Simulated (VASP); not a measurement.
Band structure of VN (relaxed from the rock salt structure, space group Fm-3m). All values below come from PBE GGA, VASP's PBE PAW potentials (set 64) (plane waves; VASP).

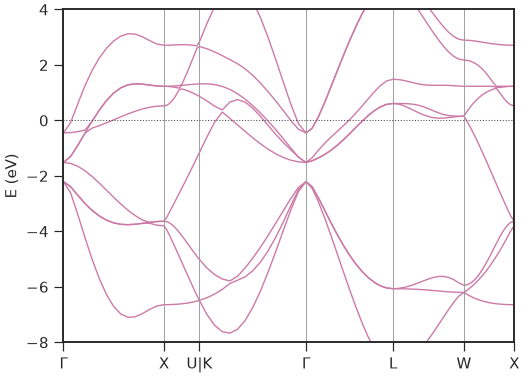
Bands along high-symmetry lines, zero at the valence-band maximum or, without a gap, the Fermi level

Read the plot: is there a gap, and where are the band edges?

It has no gap at this level: it comes out as a metal or semimetal. (Edges off the drawn lines would not show.)

The structure was generated: VN was put into the rock salt type (Fm-3m), which need not be its known phase. It was relaxed first, which changed the volume by -38 %. The run is not spin-polarised, so no magnetic state was tried. VASP warned that the highest band is occupied, so more bands are needed.
